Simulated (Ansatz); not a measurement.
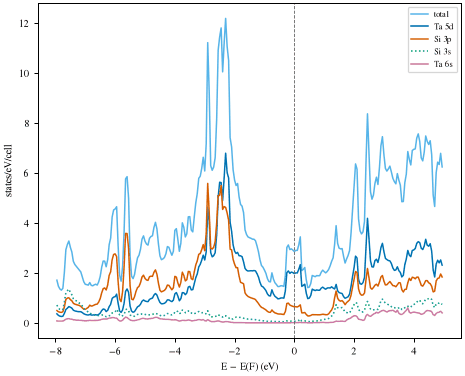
Total and projected density of states of TaSi$_{2}$ in space group P6_222 (No. 180; Ta on 3d, Si on 6j), the program Ansatz at the r²SCAN level (PAW)

Question: Which orbitals carry the states next to the Fermi level?

Answer: Within 0.5 eV of the Fermi level: Ta 5d 68 %, Si 3p 23 %, outside the projected shells 5 %. Projections are on Löwdin-orthogonalised atomic valence shells; empty p or d shells of many metals are not among them.

Question: Where is the tallest occupied peak in this window, and what makes it?

Answer: Near -2.3 eV, about 12 states/eV per cell; the largest projected share is Ta 5d.

The cell was relaxed with r²SCAN under the symmetry of its start. No spin polarisation was allowed. Spin–orbit coupling is left out wherever it is not named.

Potentials: the earlier of the program's two PAW sets.
